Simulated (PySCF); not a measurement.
```xyz
21

C     2.0909    1.2371   -0.6150
C     1.4475    0.2181   -0.0604
C     2.1846   -0.8981    0.6165
Si   -0.4395    0.0117   -0.1293
C    -1.2495    1.6802   -0.5776
C    -0.9268    2.9016   -0.1883
F    -2.3531    1.5331   -1.3666
Si   -1.3039   -1.9119   -1.1933
O    -1.8020   -2.3479    0.3338
Si   -1.5013   -1.2675    1.5556
H     3.1678    1.3178   -0.5938
H     1.5680    2.0346   -1.1140
H     3.2620   -0.7688    0.5321
H     1.9183   -0.9399    1.6720
H     1.9093   -1.8533    0.1712
H    -1.4911    3.7700   -0.4876
H    -0.0732    3.0530    0.4444
H    -0.4038   -2.9781   -1.6351
H    -2.5013   -1.8826   -2.0259
H    -2.7992   -0.8943    2.1136
H    -0.7123   -1.9980    2.5474
```

Geometry: GFN2-xTB.

These are results of PBE0/pcSseg-1, SCF density, gas phase, non-relativistic in PySCF, not measurements.

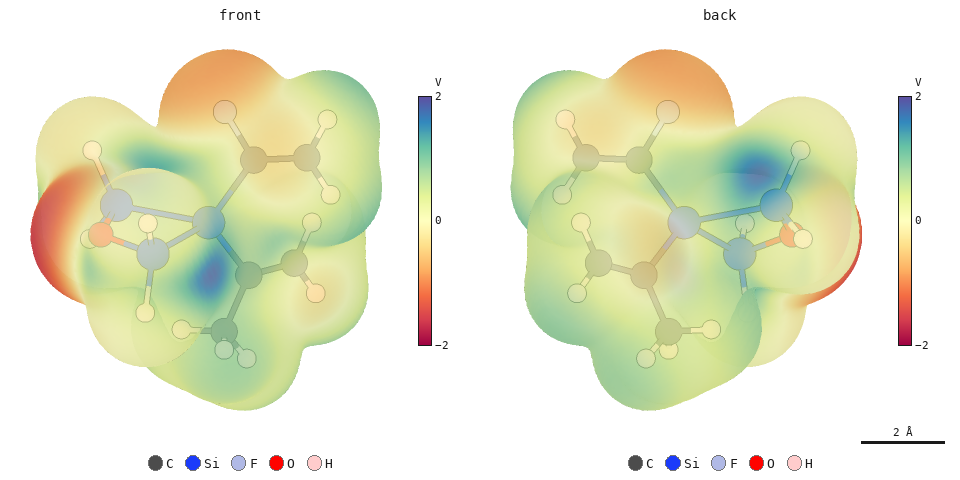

C$_{5}$H$_{11}$FOSi$_{3}$. The molecular electrostatic potential painted on the density surface at 0.002 e/bohr³, seen from the front and from behind; red is negative and blue positive.

**Which sites attract a positive test charge, and which a negative one?**

A positive charge is drawn to the negative regions and a negative charge to the positive ones. The most negative region (about −1.5 V, or −35 kcal/mol for a unit charge) lies over O9, the most positive (about +1.7 V, or +39 kcal/mol for a unit charge) over Si8 and Si10. O9 is the likeliest acceptor of a hydrogen bond.

**How polar is the molecule by this calculation?**

Its dipole moment is 2.98 D.
